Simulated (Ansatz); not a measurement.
## Electronic structure of C₂H₆ClSi (SMILES C[Si+](C)Cl) (charge +1) in real space

```json
{"atom": "C", "x (Å)": "0.0229", "y (Å)": "1.8164", "z (Å)": "0.7198"}
{"atom": "C", "x (Å)": "-2.5673", "y (Å)": "0.2425", "z (Å)": "1.8695"}
{"atom": "Cl", "x (Å)": "0.2119", "y (Å)": "-1.4004", "z (Å)": "1.3059"}
{"atom": "Si", "x (Å)": "-0.8308", "y (Å)": "0.3055", "z (Å)": "1.2980"}
{"atom": "H", "x (Å)": "0.4431", "y (Å)": "2.3308", "z (Å)": "1.6064"}
{"atom": "H", "x (Å)": "-0.6922", "y (Å)": "2.5061", "z (Å)": "0.2417"}
{"atom": "H", "x (Å)": "0.8534", "y (Å)": "1.5799", "z (Å)": "0.0374"}
{"atom": "H", "x (Å)": "-2.7552", "y (Å)": "-0.6281", "z (Å)": "2.5154"}
{"atom": "H", "x (Å)": "-3.2176", "y (Å)": "0.1591", "z (Å)": "0.9765"}
{"atom": "H", "x (Å)": "-2.8352", "y (Å)": "1.1787", "z (Å)": "2.3875"}
```

Geometry: B3LYP-D3(BJ)/def2-SVP.

These are results of isolated molecule in a Gaussian basis; Kohn-Sham density functional theory, functional PBE0 in Ansatz 0.2.0, not measurements.

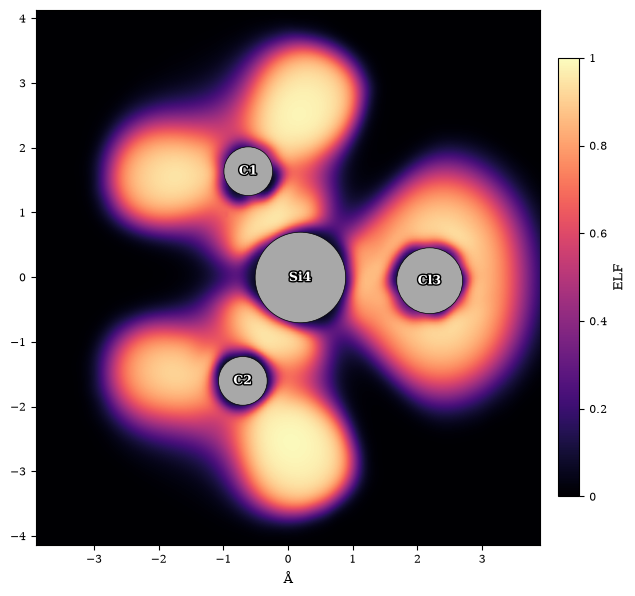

Figure 1. Electron localisation function on the plane of atoms C2, Si4 and Cl3. Grey discs cover the atomic cores.

What do the fields say about this system?

Answer.
- The section cuts through C, Cl and Si sites.
- C–Si (1.83 Å): the ELF peaks at about 0.95 between the atoms; localised, covalent bonding.
- Si–Cl (2.00 Å): the ELF peaks at about 0.85 between the atoms; a polar covalent bond.
- The ELF also peaks beside Cl3, away from the bonds: lone-pair regions.

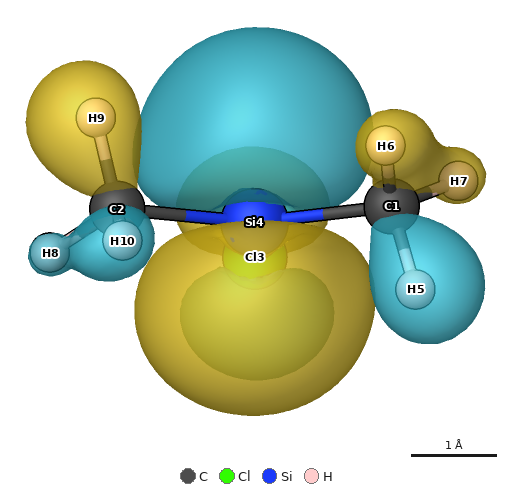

Figure 2. The LUMO at ±0.08 Å⁻³ᐟ² (yellow and cyan are the two phases), seen from one side.

What is the character of this orbital?

Answer. It lies mainly on Si4 (about 60 %), Cl3 (about 15 %), C2 (about 5 %) and C1 (about 5 %). Its energy is −7.75 eV.

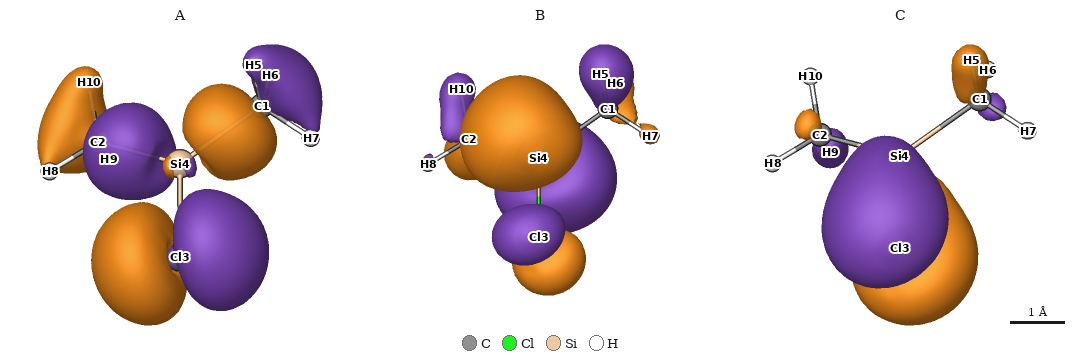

Figure 3. Three frontier orbitals at ±0.1 Å⁻³ᐟ² (orange and purple are the two phases), in no order.

Which picture is the HOMO−1, the HOMO and the LUMO?

Answer. C is the HOMO−1 (−15.41 eV). By Hirshfeld shares it lies mainly on Cl3 (about 85 %); largely a lone pair of Cl3. A is the HOMO (−14.57 eV). Its weight (Hirshfeld) is mainly on Cl3 (about 55 %), C1 (about 15 %), C2 (about 15 %) and Si4 (about 15 %). B is the LUMO (−7.75 eV). Its weight (Hirshfeld) is mainly on Si4 (about 60 %), Cl3 (about 15 %), C2 (about 5 %) and C1 (about 5 %).

What is the HOMO–LUMO gap?

Answer. 6.82 eV between the orbital energies.
